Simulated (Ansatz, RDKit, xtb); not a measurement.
# C6H3FS: ranking a sample of isomers, part 2 of 2

A sample of isomers of C6H3FS is drawn. Aim: find which of them has the lowest free energy at 298.15 K, then its properties. The sample is small against all isomers, and the most stable one of this formula need not be in it.

xtb, Ansatz and PySCF; isolated molecules.

## Step 6: After refinement

| label | spin | r2SCAN-D4/def2-SVP (kcal/mol) | B3LYP/def2-SVP, relaxed (kcal/mol) | time |
| --- | --- | --- | --- | --- |
| c698a | singlet | 0.0 | 0.0 | 11 s |
| c435a | singlet | 0.3 | 0.2 | 14 s |
| c215a | singlet | 3.3 | 3.2 | 14 s |
| c508a | singlet | 4.9 | 4.5 | 14 s |

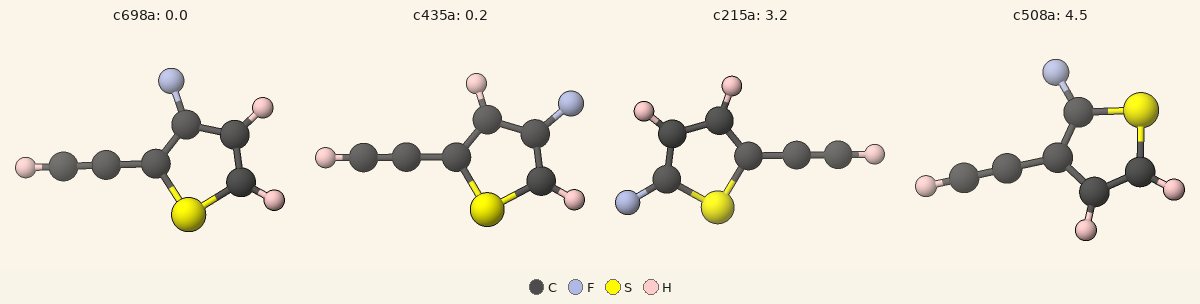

The relaxed structures, with energies at B3LYP/def2-SVP in kcal/mol.

## Step 7: Harmonic analysis of the finalists

The lowest few in one piece go on as finalists. In this search the thermal terms come from GFN2-xTB at its own nearest minimum. The first, c698a:

The input, start.xyz:

```xyz
11
c698a
C     -5.165659     0.363930    -0.856439
C     -3.999394     0.103313    -0.635655
C     -2.648045    -0.207017    -0.368847
C     -0.491830    -1.115419     0.519836
C     -0.288092    -0.218056    -0.498559
C     -1.517663     0.289795    -0.994058
F     -1.574322     1.175843    -1.984564
S     -2.165546    -1.343665     0.876583
H     -6.194102     0.597784    -1.057600
H      0.262155    -1.660101     1.086407
H      0.685144     0.078318    -0.889761
```

Command:

```console
$ xtb start.xyz --gfn 2 --ohess tight
```

Log, shortened:

```text
* xtb version 6.7.1
[...]
          :  # basis functions                  41          :
[...]
          :  # electrons                        40          :
[...]
          :  Hamiltonian                  GFN2-xTB          :
[...]
          :  net charge                          0          :
          :  unpaired electrons                  0          :
[...]
   *** convergence criteria satisfied after 13 iterations ***
[...]
   *** GEOMETRY OPTIMIZATION CONVERGED AFTER 6 ITERATIONS ***
[...]
   *** convergence criteria satisfied after 3 iterations ***
[...]
         ::                     SUMMARY                     ::
         :::::::::::::::::::::::::::::::::::::::::::::::::::::
         :: total energy             -22.260722911790 Eh    ::
         :: gradient norm              0.000433054503 Eh/a0 ::
         :: HOMO-LUMO gap              3.273639847929 eV    ::
         ::.................................................::
         :: SCC energy               -22.610444280300 Eh    ::
         :: -> isotropic ES            0.012552758879 Eh    ::
         :: -> anisotropic ES         -0.000496522737 Eh    ::
         :: -> anisotropic XC          0.010086496703 Eh    ::
         :: -> dispersion             -0.009472330079 Eh    ::
         :: repulsion energy           0.349721368511 Eh    ::
         :: add. restraining           0.000000000000 Eh    ::
         :: total charge               0.000000000000 e     ::
         :::::::::::::::::::::::::::::::::::::::::::::::::::::
[...]
        20        2.0000           -0.3931783             -10.6989 (HOMO)
        21                         -0.2728742              -7.4253 (LUMO)
[...]
molecular dipole:
                 x           y           z       tot (Debye)
 q only:        0.052      -0.485       0.540
   full:        0.219      -0.388       0.421       1.558
molecular quadrupole (traceless):
[...]
          | TOTAL ENERGY              -22.260722911788 Eh   |
          | TOTAL ENTHALPY            -22.186732346403 Eh   |
          | TOTAL FREE ENERGY         -22.226989310372 Eh   |
          | GRADIENT NORM               0.000432993109 Eh/α |
[...]
```

Wall time 0.14 s (4 threads of Arm Neoverse V2, shared host).

## Step 8: Thermal terms of the finalists

As xtb prints them, at 298.15 K, with its own treatment of low modes:

| label | SMILES | spin | lowest mode (cm⁻¹) | zero-point (kcal/mol) | G − E (kcal/mol) |
| --- | --- | --- | --- | --- | --- |
| c698a | C#Cc1sccc1F | singlet | 115 | 41.2 | 21.2 |
| c435a | C#Cc1cc(F)cs1 | singlet | 122 | 41.2 | 21.1 |
| c215a | C#Cc1ccc(F)s1 | singlet | 104 | 41.3 | 21.2 |
| c508a | C#Cc1ccsc1F | singlet | 117 | 41.3 | 21.2 |

## Step 9: Energies at the top level

Each finalist gets a single point at CCSD(T)/def2-SVP + MP2/def2-TZVPP - MP2/def2-SVP.

c698a, CCSD(T)/def2-SVP:

The input, input.yaml:

```yaml
crystal:
  periodic: [false, false, false]
  atoms:
    - symbol: C
      position_ang: [-5.165659, 0.363930, -0.856439]
    - symbol: C
      position_ang: [-3.999394, 0.103313, -0.635655]
    - symbol: C
      position_ang: [-2.648045, -0.207017, -0.368847]
    - symbol: C
      position_ang: [-0.491830, -1.115419, 0.519836]
    - symbol: C
      position_ang: [-0.288092, -0.218056, -0.498559]
    - symbol: C
      position_ang: [-1.517663, 0.289795, -0.994058]
    - symbol: F
      position_ang: [-1.574322, 1.175843, -1.984564]
    - symbol: S
      position_ang: [-2.165546, -1.343665, 0.876583]
    - symbol: H
      position_ang: [-6.194102, 0.597784, -1.057600]
    - symbol: H
      position_ang: [0.262155, -1.660101, 1.086407]
    - symbol: H
      position_ang: [0.685144, 0.078318, -0.889761]
basis:
  gaussian:
    orbitals: def2-SVP
correlation:
  method: ccsd_t
  frozen_orbitals: {S: 5, F: 1, H: 0, C: 1}
```

Command:

```console
$ ansatz run input.yaml --threads 4 --pin off --max-ram 7830MiB --events-out events.jsonl --progress --plain --runs-dir runs
```

Log, shortened:

```text
Warning: RAYON_NUM_THREADS=4 ignored (pool sized by the plan → 4); use --threads N
Functional definition: HF
  name "HF"
[...]
1321 factors; integrals over basis functions are off by at most 1.2e-3 eV
[...]
mean field -19740.37452308 eV, -725.4453832168 hartree, gradient 1.7e-6 eV, S^2 0.000000; 0 other end points of the search recorded, 0 dependent functions left out; unrestricted orbitals would lower it
12 core orbitals not correlated: weight in the atoms' cores, before any rotation towards them, 1.000 or more for the frozen orbitals, at most 0.000 for the correlated occupied ones
reference -19740.37452308 eV, -725.4453832168 hartree; 20, 20 occupied and 99, 99 virtual orbitals, 1321 factors
second order -29.35535646 eV of doubles, -0.00000000 eV of singles
cycle   1  -29.17578637 eV  change    1.8e-1 eV  update   1.5e-1
[...]
cycle  10  -30.24995209 eV  change    3.7e-5 eV  update   2.5e-5
perturbative correction -1.30413785 eV, -0.0479261819 hartree
Total energy: -19771.92861302 eV, -726.6049746340 hartree
```

It took 20 s on 4 threads of Arm Neoverse V2, shared host; peak memory 0.93 GiB.

## Step 10: c698a at MP2/def2-TZVPP

The input, input.yaml:

```yaml
crystal:
  periodic: [false, false, false]
  atoms:
    - {symbol: C, position_ang: [-5.165659, 0.363930, -0.856439]}
    - {symbol: C, position_ang: [-3.999394, 0.103313, -0.635655]}
    - {symbol: C, position_ang: [-2.648045, -0.207017, -0.368847]}
    - {symbol: C, position_ang: [-0.491830, -1.115419, 0.519836]}
    - {symbol: C, position_ang: [-0.288092, -0.218056, -0.498559]}
    - {symbol: C, position_ang: [-1.517663, 0.289795, -0.994058]}
    - {symbol: F, position_ang: [-1.574322, 1.175843, -1.984564]}
    - {symbol: S, position_ang: [-2.165546, -1.343665, 0.876583]}
    - {symbol: H, position_ang: [-6.194102, 0.597784, -1.057600]}
    - {symbol: H, position_ang: [0.262155, -1.660101, 1.086407]}
    - {symbol: H, position_ang: [0.685144, 0.078318, -0.889761]}
basis:
  gaussian: {orbitals: def2-TZVPP}
correlation: {method: mp2, frozen_orbitals: {S: 5, F: 1, H: 0, C: 1}}
```

Command:

```console
$ ansatz run input.yaml --threads 4 --pin off --max-ram 7830MiB --events-out events.jsonl --progress --plain --runs-dir runs
```

Log:

```text
Warning: RAYON_NUM_THREADS=4 ignored (pool sized by the plan → 4); use --threads N
Functional definition: HF
  name "HF"
  exchange = exact_x
  correlation = 0
1864 factors; integrals over basis functions are off by at most 9.8e-4 eV
mean field evaluation 1: about -19749.6563 eV, gradient 3.9e1 eV
mean field evaluation 2: about -19750.2191 eV, gradient 3.9e1 eV
mean field evaluation 4: about -19754.4512 eV, gradient 5.1e0 eV
mean field evaluation 8: about -19754.5466 eV, gradient 5.6e-1 eV
mean field evaluation 16: about -19754.5493 eV, gradient 2.0e-6 eV
mean field -19754.54929024 eV, -725.9662963020 hartree, gradient 2.0e-6 eV, S^2 0.000000; 0 other end points of the search recorded, 0 dependent functions left out; unrestricted orbitals would lower it
12 core orbitals not correlated: weight in the atoms' cores, before any rotation towards them, 1.000 or more for the frozen orbitals, at most 0.000 for the correlated occupied ones
reference -19754.54929024 eV, -725.9662963020 hartree; 20, 20 occupied and 269, 269 virtual orbitals, 1864 factors
second order -36.52387047 eV of doubles, -0.00000000 eV of singles
Total energy: -19791.07316071 eV, -727.3085237849 hartree
```

Wall time 7.8 s (4 threads of Arm Neoverse V2, shared host); peak memory 0.94 GiB.

## Step 11: c435a at CCSD(T)/def2-SVP

The input, input.yaml:

```yaml
crystal:
  periodic: [false, false, false]
  atoms:
    - {symbol: C, position_ang: [-5.104139, -0.029900, 0.526933]}
    - {symbol: C, position_ang: [-3.968264, -0.085308, 0.098644]}
    - {symbol: C, position_ang: [-2.651340, -0.149945, -0.416348]}
    - {symbol: C, position_ang: [-1.455697, -0.167196, 0.278821]}
    - {symbol: C, position_ang: [-0.340809, -0.237599, -0.596326]}
    - {symbol: C, position_ang: [-0.661143, -0.273983, -1.929824]}
    - {symbol: F, position_ang: [0.913617, -0.265433, -0.142135]}
    - {symbol: S, position_ang: [-2.373275, -0.221746, -2.145965]}
    - {symbol: H, position_ang: [-6.105430, 0.018765, 0.911977]}
    - {symbol: H, position_ang: [-1.377866, -0.131145, 1.364845]}
    - {symbol: H, position_ang: [0.023019, -0.328185, -2.774128]}
basis:
  gaussian:
    orbitals: def2-SVP
correlation:
  method: ccsd_t
  frozen_orbitals: {S: 5, F: 1, H: 0, C: 1}
```

Command:

```console
$ ansatz run input.yaml --threads 4 --pin off --max-ram 7830MiB --events-out events.jsonl --progress --plain --runs-dir runs
```

Log, shortened:

```text
Warning: RAYON_NUM_THREADS=4 ignored (pool sized by the plan → 4); use --threads N
Functional definition: HF
  name "HF"
[...]
1320 factors; integrals over basis functions are off by at most 1.6e-3 eV
[...]
mean field -19740.36561626 eV, -725.4450558970 hartree, gradient 1.6e-6 eV, S^2 0.000000; 0 other end points of the search recorded, 0 dependent functions left out; unrestricted orbitals would lower it
12 core orbitals not correlated: weight in the atoms' cores, before any rotation towards them, 1.000 or more for the frozen orbitals, at most 0.000 for the correlated occupied ones
reference -19740.36561626 eV, -725.4450558970 hartree; 20, 20 occupied and 99, 99 virtual orbitals, 1320 factors
second order -29.36225909 eV of doubles, -0.00000000 eV of singles
cycle   1  -29.18030988 eV  change    1.8e-1 eV  update   1.4e-1
[...]
cycle  10  -30.25119968 eV  change    2.9e-5 eV  update   3.3e-5
perturbative correction -1.30311368 eV, -0.0478885443 hartree
Total energy: -19771.91992961 eV, -726.6046555245 hartree
```

Run time: 20 s. Hardware: 4 threads of Arm Neoverse V2, shared host; peak memory 0.93 GiB.

For c698a, c435a, c215a, c508a the log finds that unrestricted Hartree-Fock orbitals lie lower, a sign to watch the closed-shell reference there.

## Step 12: The ranking

Energies in kcal/mol from c435a; G adds the thermal terms to the CCSD(T)/def2-SVP + MP2/def2-TZVPP - MP2/def2-SVP energy. The columns left of the relaxed level are at the tight-binding geometries.

| label | SMILES | spin | GFN2-xTB | HF/STO-3G | r2SCAN-D4/def2-SVP | B3LYP/def2-SVP | HF/def2-SVP | MP2/def2-SVP | CCSD(T)/def2-SVP + MP2/def2-TZVPP - MP2/def2-SVP | G | share at equilibrium | T1 |
| --- | --- | --- | --- | --- | --- | --- | --- | --- | --- | --- | --- | --- |
| c435a | C#Cc1cc(F)cs1 | singlet | 0.0 | 0.0 | 0.0 | 0.0 | 0.0 | 0.0 | 0.0 | 0.0 | 57.8 % | 0.013 |
| c698a | C#Cc1sccc1F | singlet | 0.9 | -0.9 | -0.3 | -0.2 | -0.2 | 0.0 | 0.2 | 0.2 | 41.9 % | 0.014 |
| c215a | C#Cc1ccc(F)s1 | singlet | 2.1 | -1.1 | 3.1 | 3.0 | 3.6 | 3.5 | 3.5 | 3.5 | 0.1 % | 0.014 |
| c508a | C#Cc1ccsc1F | singlet | 3.6 | -0.7 | 4.6 | 4.3 | 3.7 | 4.3 | 3.9 | 3.9 | 0.1 % | 0.013 |

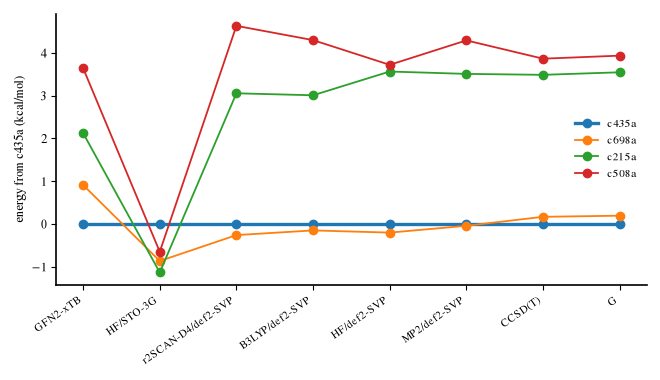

The finalists at each level, measured from c435a.

Lowest found: c435a, `C#Cc1cc(F)cs1`, a singlet. Bond lengths: C1–C2 1.215 Å, C2–C3 1.416 Å, C3–C4 1.383 Å, C4–C5 1.419 Å, C5–C6 1.372 Å, C5–F7 1.334 Å, C3–S8 1.753 Å, C6–S8 1.727 Å, C1–H9 1.074 Å, C4–H10 1.089 Å, C6–H11 1.088 Å. Some angles: C1–C2–C3 179.3°, C2–C3–C4 128.5°, C2–C3–S8 120.6°, C4–C3–S8 111.0°, C3–C4–C5 111.7°, C4–C5–C6 114.7°, C4–C5–F7 122.0°, C6–C5–F7 123.4°, C5–C6–S8 110.6°, C3–S8–C6 92.0°.

```xyz
11

C    -5.1041   -0.0299    0.5269
C    -3.9683   -0.0853    0.0986
C    -2.6513   -0.1499   -0.4163
C    -1.4557   -0.1672    0.2788
C    -0.3408   -0.2376   -0.5963
C    -0.6611   -0.2740   -1.9298
F     0.9136   -0.2654   -0.1421
S    -2.3733   -0.2217   -2.1460
H    -6.1054    0.0188    0.9120
H    -1.3779   -0.1311    1.3648
H     0.0230   -0.3282   -2.7741
```

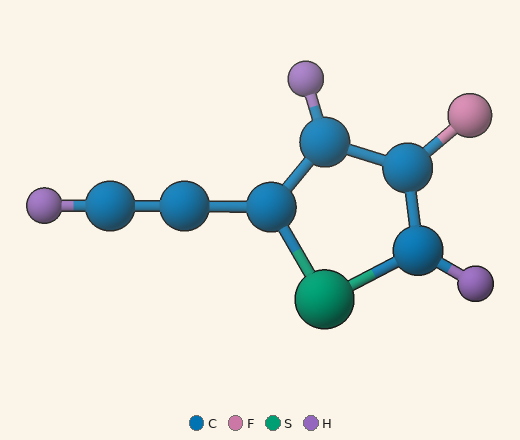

The lowest structure found, seen from a chosen angle (carbon blue, fluorine pink, sulfur teal, hydrogen purple).

## Step 13: Summary of results

The summary covers parts 1 to 2.

| quantity | value |
| --- | --- |
| lowest structure found | C#Cc1cc(F)cs1, singlet |
| next finalist | C#Cc1sccc1F, singlet, 0.2 kcal/mol higher in G |
| share at equilibrium, among the finalists | 57.8 % |
| funnel | 7 starts, 7 minima at GFN2-xTB, 7 screening runs, 4 relaxed, 4 ranked |
| CPU time of all runs | 11 min |

**Reading.** The lowest structure found is `C#Cc1cc(F)cs1`. Its margin of 0.2 kcal/mol is inside the likely error of CCSD(T)/def2-SVP + MP2/def2-TZVPP - MP2/def2-SVP with harmonic terms (about 1.5 kcal/mol), so the order of the first two is not settled. GFN2-xTB already puts its bonding pattern lowest among the structures in one piece; HF/STO-3G favours the singlet C#Cc1ccc(F)s1; r2SCAN-D4/def2-SVP, B3LYP/def2-SVP, HF/def2-SVP and MP2/def2-SVP favour the singlet C#Cc1sccc1F. The largest share of the time went into the final energies (61 %). The search is not exhaustive (a finite list of starts, one conformer a finalist), so a lower isomer can't be ruled out. Only 7 drawn patterns were tried, so whole families of isomers are missing, and the result ranks this sample alone.
